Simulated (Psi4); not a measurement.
**CdHOF (SMILES [OH][Cd][F]): levels of theory compared**

Wanted: a comparison of 6 runs (HF/3-21G, B2PLYP/def2-SVP, TPSSh/def2-SVP, wB97M-V/def2-SVP, wB97X-V/def2-SVP, wB97X/def2-SVP) of CdHOF. 

The results are computed with Psi4 1.11.

1 further run of the same task is left out (it didn't finish).

### 1 The system as given

CdHOF has 4 atoms, charge 0, and is taken as a singlet. SMILES: `[OH][Cd][F]`. The Cd2–F3 distance was set to 2.892 Å, away from the relaxed value. At this shape a bond of the SMILES string is far longer than usual.

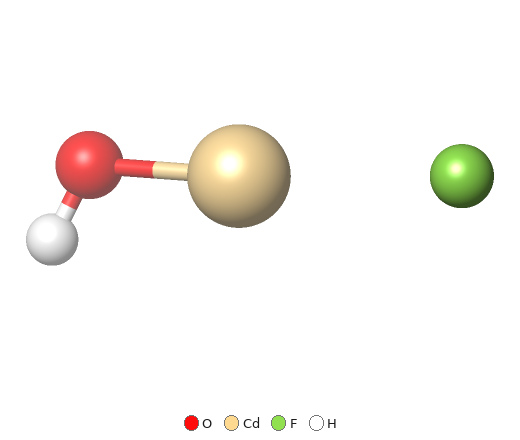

The structure, seen from a chosen angle (oxygen red, cadmium orange, fluorine green, hydrogen white).

### 2 Energy and forces at HF/3-21G (run 1)

cdfho.xyz

```xyz
4
CdFHO
O     -1.602334     1.121791    -1.243540
Cd    -0.174434     0.219091    -0.265440
F      2.065500    -1.026500     1.074500
H     -2.473234     0.870891    -0.925840
```

cdfho.py

```python
import psi4

psi4.set_memory(1600000000)
psi4.set_num_threads(1)
psi4.set_output_file('cdfho.out', False)

with open('cdfho.xyz') as f:
    atoms = ''.join(f.readlines()[2:])
molecule = psi4.geometry('0 1\n' + atoms + 'symmetry c1')

psi4.set_options({
    'reference': 'rhf',
    'puream': True,
    'e_convergence': 1e-09,
    'd_convergence': 1e-08,
    'scf_type': 'pk',
})

energy_value, wavefunction = psi4.gradient('scf/3-21G', return_wfn=True)
psi4.oeprop(wavefunction, 'WIBERG_LOWDIN_INDICES', 'DIPOLE', 'QUADRUPOLE')
print('gradient / Eh bohr^-1')
print(energy_value.np.round(6))
print(f'energy = {wavefunction.energy():.10f} Eh')
```

Run with:

```console
python cdfho.py
```

cdfho.out:

```text
[...]
  Running in c1 symmetry.
[...]
  Nuclear repulsion =  206.563490898520399
[...]
  Multiplicity = 1
[...]
  Nalpha       = 33
  Nbeta        = 33
[...]
    Number of basis functions: 56
[...]
   @RHF iter   1: -5612.88299581678075   -3.90371e+00   2.66736e-02 ADIIS/DIIS
[...]
   @RHF iter  14: -5613.65040215073259    3.63798e-12   4.38791e-09 DIIS
[...]
    Orbital Energies [Eh]
    ---------------------
    Doubly Occupied:
       1A   -949.735082     2A   -141.588770     3A   -131.313130
       4A   -131.313035     5A   -131.311240     6A    -27.818297
       7A    -25.927690     8A    -23.375746     9A    -23.375362
      10A    -23.369075    11A    -20.418547    12A    -16.193289
      13A    -16.193287    14A    -16.188710    15A    -16.188535
      16A    -16.186482    17A     -4.550695    18A     -3.055535
      19A     -3.054692    20A     -3.047087    21A     -1.295502
      22A     -1.273209    23A     -0.874453    24A     -0.874363
      25A     -0.870357    26A     -0.867701    27A     -0.863881
      28A     -0.594177    29A     -0.459684    30A     -0.456048
      31A     -0.412115    32A     -0.412070    33A     -0.354973
[...]
  @RHF Final Energy: -5613.65040215073259
   => Energetics <=
    Nuclear Repulsion Energy =            206.5634908985203992
    One-Electron Energy =               -8172.8021463577770191
    Two-Electron Energy =                2352.5882533085236901
    Total Energy =                      -5613.6504021507334983
[...]
  -Total Gradient:
     Atom            X                  Y                   Z
    ------   -----------------  -----------------  -----------------
       1        0.009638170041    -0.006293758664     0.006831128615
       2       -0.077725065302     0.039967191293    -0.042782830901
       3        0.055447195233    -0.030519729714     0.032811241920
       4        0.012639700169    -0.003153702913     0.003140460450
[...]
 Multipole Moments:
 ------------------------------------------------------------------------------------
     Multipole            Electronic (a.u.)      Nuclear  (a.u.)        Total (a.u.)
 ------------------------------------------------------------------------------------
 L = 1.  Multiply by 2.5417464519 to convert [e a0] to [Debye]
 Dipole X            :          0.4637146           -2.3113948           -1.8476802
 Dipole Y            :         -0.4077461            0.8233990            0.4156529
 Dipole Z            :          0.4482171           -0.8556215           -0.4074044
 Magnitude           :                                                    1.9371804
 L = 2.  Multiply by 1.3450342976 to convert [e a0^2] to [Debye ang]
 Quadrupole XX       :       -266.7212384          236.2123453          -30.5088931
 Quadrupole XY       :        138.7511982         -130.7118963            8.0393019
[...]
```

Standard output:

```text
gradient / Eh bohr^-1
[[ 0.009638 -0.006294  0.006831]
 [-0.077725  0.039967 -0.042783]
 [ 0.055447 -0.03052   0.032811]
 [ 0.01264  -0.003154  0.00314 ]]
energy = -5613.6504021507 Eh
```

It took 1.8 s on 1 thread of Intel Xeon 6975P-C (Granite Rapids), shared host; peak memory 0.2 GiB.

### 3 The energy at B2PLYP/def2-SVP (core potential, density fitting for correlation) (run 2)

run.py

```python
import numpy as np
from ase.calculators.psi4 import Psi4
from ase import Atoms

a = Atoms(['O', 'Cd', 'F', 'H'], positions=[
    [-1.602334, 1.121791, -1.243540],
    [-0.174434, 0.219091, -0.265440],
    [2.065500, -1.026500, 1.074500],
    [-2.473234, 0.870891, -0.925840],
])
calc = Psi4(atoms=a, method='b2plyp', basis='def2-SVP', memory='1600MB', num_threads=1, charge=0, multiplicity=1, label='calc')
calc.psi4.set_options({'puream': True, 'e_convergence': 1e-09, 'd_convergence': 1e-08, 'scf_type': 'pk', 'dft_radial_points': 99, 'dft_spherical_points': 590, 'num_frozen_docc': 2})
a.calc = calc

print(f'energy: {a.get_potential_energy():.6f} eV')
```

Run with:

```console
python run.py
```

calc.dat:

```text
[...]
    !!!  WARNING: ECP capability is in beta. Please check occupations closely.  !!!
[...]
  Running in c1 symmetry.
[...]
  Nuclear repulsion =   93.753089230691174
[...]
  Multiplicity = 1
[...]
  Nalpha       = 19
  Nbeta        = 19
[...]
    Number of basis functions: 64
[...]
   @RKS iter   1:  -342.22431487416219   -1.12293e+00   1.38593e-02 ADIIS/DIIS
[...]
   @RKS iter  14:  -342.58618699450278   -1.54614e-11   8.83573e-09 DIIS
[...]
    Orbital Energies [Eh]
    ---------------------
    Doubly Occupied:
       1A    -25.187644     2A    -19.739943     3A     -4.524778
       4A     -2.973516     5A     -2.972568     6A     -2.967044
       7A     -1.099531     8A     -1.094783     9A     -0.705509
      10A     -0.699234    11A     -0.699195    12A     -0.696314
      13A     -0.694910    14A     -0.532416    15A     -0.409948
      16A     -0.392825    17A     -0.332032    18A     -0.332015
      19A     -0.315799
[...]
  @RKS Final Energy:  -342.58618699450278
   => Energetics <=
    Nuclear Repulsion Energy =             93.7530892306911738
    One-Electron Energy =                -728.0037082095124106
    Two-Electron Energy =                 308.4143827671024383
    DFT Exchange-Correlation Energy =     -16.7499507827840262
    Empirical Dispersion Energy =           0.0000000000000000
    VV10 Nonlocal Energy =                  0.0000000000000000
    Total Energy =                       -342.5861869945027820
[...]
 Multipole Moments:
 ------------------------------------------------------------------------------------
     Multipole            Electronic (a.u.)      Nuclear  (a.u.)        Total (a.u.)
 ------------------------------------------------------------------------------------
 L = 1.  Multiply by 2.5417464519 to convert [e a0] to [Debye]
 Dipole X            :         -5.7876347            3.8300781           -1.9575565
 Dipole Y            :          2.7924150           -2.2011364            0.5912787
 Dipole Z            :         -2.9766276            2.3728608           -0.6037668
 Magnitude           :                                                    2.1321755
[...]
```

Standard output:

```text
energy: -9329.022065 eV
```

Run time: 4.8 s. Hardware: 1 thread of Intel Xeon 6975P-C (Granite Rapids), shared host; peak memory 0.56 GiB.

### 4 Energy and forces at TPSSh/def2-SVP (core potential) (run 3)

cdfho.in

```
memory 1.6 GB

molecule mol {
  O     -1.602334     1.121791    -1.243540
  Cd    -0.174434     0.219091    -0.265440
  F      2.065500    -1.026500     1.074500
  H     -2.473234     0.870891    -0.925840
  symmetry c1
  no_reorient
  no_com
}

set {
  puream true
  e_convergence 1e-09
  d_convergence 1e-08
  scf_type pk
  dft_radial_points 99
  dft_spherical_points 590
}

E, wfn = gradient('tpssh/def2-SVP', return_wfn=True)
oeprop(wfn, 'WIBERG_LOWDIN_INDICES', 'MULLIKEN_CHARGES', 'DIPOLE')
print_variables()
```

Run with:

```console
psi4 -i cdfho.in -o cdfho.out -n 1
```

cdfho.out, shortened:

```text
[...]
  Running in c1 symmetry.
[...]
  Nuclear repulsion =   93.753089230691174
[...]
  Multiplicity = 1
[...]
  Nalpha       = 19
  Nbeta        = 19
[...]
    Number of basis functions: 64
[...]
   @RKS iter   1:  -342.62645322755054   -7.33106e-01   1.57096e-02 ADIIS/DIIS
[...]
   @RKS iter  14:  -343.08710641361120   -4.54747e-13   4.13594e-09 DIIS
[...]
  @RKS Final Energy:  -343.08710641361120
   => Energetics <=
    Nuclear Repulsion Energy =             93.7530892306911738
    One-Electron Energy =                -727.7801299972455809
    Two-Electron Energy =                 322.3967275542196376
    DFT Exchange-Correlation Energy =     -31.4567932012764402
    Empirical Dispersion Energy =           0.0000000000000000
    VV10 Nonlocal Energy =                  0.0000000000000000
    Total Energy =                       -343.0871064136111954
[...]
  -Total Gradient:
     Atom            X                  Y                   Z
    ------   -----------------  -----------------  -----------------
       1       -0.001117557102    -0.009947115566     0.011387466266
       2       -0.049452065329     0.028450204013    -0.030666988335
       3        0.039892579629    -0.022137798940     0.023811786656
       4        0.010678777897     0.003634247992    -0.004531807854
[...]
 Multipole Moments:
 ------------------------------------------------------------------------------------
     Multipole            Electronic (a.u.)      Nuclear  (a.u.)        Total (a.u.)
 ------------------------------------------------------------------------------------
 L = 1.  Multiply by 2.5417464519 to convert [e a0] to [Debye]
 Dipole X            :         -1.3628197           -0.3611002           -1.7239199
 Dipole Y            :         -8.9157238            9.4269725            0.5112487
 Dipole Z            :         11.7858549          -12.3067658           -0.5209109
 Magnitude           :                                                    1.8720639
[...]
  Mulliken Charges: (a.u.)
   Center  Symbol    Alpha    Beta     Spin     Total
       1     O     4.23909  4.23909  0.00000 -0.47819
       2    CD     9.63017  9.63017  0.00000  0.73965
       3     F     4.72754  4.72754  0.00000 -0.45507
       4     H     0.40320  0.40320  0.00000  0.19361
   Total alpha = 19.00000, Total beta = 19.00000, Total charge = -0.00000
  Wiberg Bond Indices using Orthogonal Lowdin Orbitals:
[...]
```

Wall time 13 s (1 thread of Intel Xeon 6975P-C (Granite Rapids), shared host); peak memory 0.99 GiB.

Runs 4 to 5 aren't shown in full; the table further down has their settings and results.

### 5 Energy and forces at wB97X/def2-SVP (core potential) (run 6)

cdfho.xyz is that of step 2.

calc.py

```python
import psi4

psi4.set_memory(1600000000)
psi4.set_num_threads(1)
psi4.core.set_output_file('psi4.out', False)

with open('cdfho.xyz') as f:
    atoms = ''.join(f.readlines()[2:])
molecule = psi4.geometry('0 1\n' + atoms + 'symmetry c1')

psi4.set_options({
    'basis': 'def2-SVP',
    'puream': True,
    'e_convergence': 1e-09,
    'd_convergence': 1e-08,
    'scf_type': 'pk',
    'dft_radial_points': 99,
    'dft_spherical_points': 590,
})

result, w = psi4.gradient("wb97x", molecule=molecule, return_wfn=True)
print('gradient / Eh bohr^-1')
print(result.np.round(6))
print(f'energy = {w.energy():.10f} Eh')
```

Run with:

```console
python calc.py
```

psi4.out:

```text
[...]
    !!!  WARNING: ECP capability is in beta. Please check occupations closely.  !!!
[...]
  Running in c1 symmetry.
[...]
  Nuclear repulsion =   93.753089230691174
[...]
  Multiplicity = 1
[...]
  Nalpha       = 19
  Nbeta        = 19
[...]
    Number of basis functions: 64
[...]
   @RKS iter   1:  -342.71974810661806   -1.15140e+00   1.47362e-02 DIIS/ADIIS
[...]
   @RKS iter  16:  -343.13160823315366   -8.52651e-13   2.35748e-09 DIIS
[...]
    Orbital Energies [Eh]
    ---------------------
    Doubly Occupied:
       1A    -24.585352     2A    -19.215229     3A     -4.351469
       4A     -2.866892     5A     -2.865684     6A     -2.859094
       7A     -1.090305     8A     -1.064097     9A     -0.720672
      10A     -0.710685    11A     -0.710660    12A     -0.707773
      13A     -0.707461    14A     -0.566391    15A     -0.451078
      16A     -0.423659    17A     -0.359220    18A     -0.353880
      19A     -0.353775
[...]
  @RKS Final Energy:  -343.13160823315366
   => Energetics <=
    Nuclear Repulsion Energy =             93.7530892306911738
    One-Electron Energy =                -727.8169496806099232
    Two-Electron Energy =                 315.4402592663312817
    DFT Exchange-Correlation Energy =     -24.5080070495662454
    Empirical Dispersion Energy =           0.0000000000000000
    VV10 Nonlocal Energy =                  0.0000000000000000
    Total Energy =                       -343.1316082331536563
[...]
 Multipole Moments:
 ------------------------------------------------------------------------------------
     Multipole            Electronic (a.u.)      Nuclear  (a.u.)        Total (a.u.)
 ------------------------------------------------------------------------------------
 L = 1.  Multiply by 2.5417464519 to convert [e a0] to [Debye]
 Dipole X            :         -5.7120634            3.8300781           -1.8819853
 Dipole Y            :          2.7622608           -2.2011364            0.5611244
 Dipole Z            :         -2.9449585            2.3728608           -0.5720977
 Magnitude           :                                                    2.0454890
[...]
  -Total Gradient:
     Atom            X                  Y                   Z
    ------   -----------------  -----------------  -----------------
       1        0.000163117602    -0.002600122531     0.002960299803
       2       -0.050802799293     0.027842920438    -0.029925654133
       3        0.047218828897    -0.026103155834     0.028070459504
       4        0.004027772564     0.000563532608    -0.000788466749
[...]
```

Standard output:

```text
gradient / Eh bohr^-1
[[ 0.000163 -0.0026    0.00296 ]
 [-0.050803  0.027843 -0.029926]
 [ 0.047219 -0.026103  0.02807 ]
 [ 0.004028  0.000564 -0.000788]]
energy = -343.1316082332 Eh
```

It took 8.4 s on 1 thread of Intel Xeon 6975P-C (Granite Rapids), shared host; peak memory 0.56 GiB.

### 6 The series

| run | level | task | core potential | energy (Eh) | dipole moment (D) | HOMO energy (eV) | LUMO energy (eV) | wall time |
| --- | --- | --- | --- | --- | --- | --- | --- | --- |
| 1 | HF/3-21G | gradient | none | -5613.650402 | 4.92 | -9.66 | -0.34 | 1.8 s |
| 2 | B2PLYP/def2-SVP (core potential, density fitting for correlation) | energy | def2 | -342.835240 | – | -8.59 | -2.87 | 4.8 s |
| 3 | TPSSh/def2-SVP (core potential) | gradient | def2 | -343.087106 | 4.76 | -6.30 | -4.21 | 13 s |
| 4 | wB97M-V/def2-SVP (core potential) | energy | def2 | -343.033049 | 5.19 | -9.58 | -1.90 | 34 s |
| 5 | wB97X-V/def2-SVP (core potential) | energy | def2 | -343.055698 | 5.20 | -9.55 | -1.83 | 32 s |
| 6 | wB97X/def2-SVP (core potential) | gradient | def2 | -343.131608 | 5.20 | -9.63 | -1.94 | 8.4 s |

### 7 What came out

```
                       quantity          value
            run 6: total energy  -343.13161 Eh
           run 6: dipole moment         5.20 D
             run 6: HOMO energy       -9.63 eV
             run 6: LUMO energy       -1.94 eV
           run 6: HOMO–LUMO gap        7.68 eV
run 6: largest force on an atom     3.353 eV/Å
```

Over runs 1, 3, 4, 5, 6 the dipole moment (its size) runs from 4.76 D (TPSSh/def2-SVP) to 5.20 D (wB97X-V/def2-SVP). The HOMO–LUMO gap runs from 2.09 eV (TPSSh/def2-SVP) to 9.32 eV (HF/3-21G). The two ends differ in method and basis and core potential. Totals of different functionals can't be ranked against each other. Some runs of one species differ in core potentials or relativity; totals across that change don't compare. In run 1 relativity is left out where basis or elements ask for it. All runs together took 94 s, the longest 34 s.
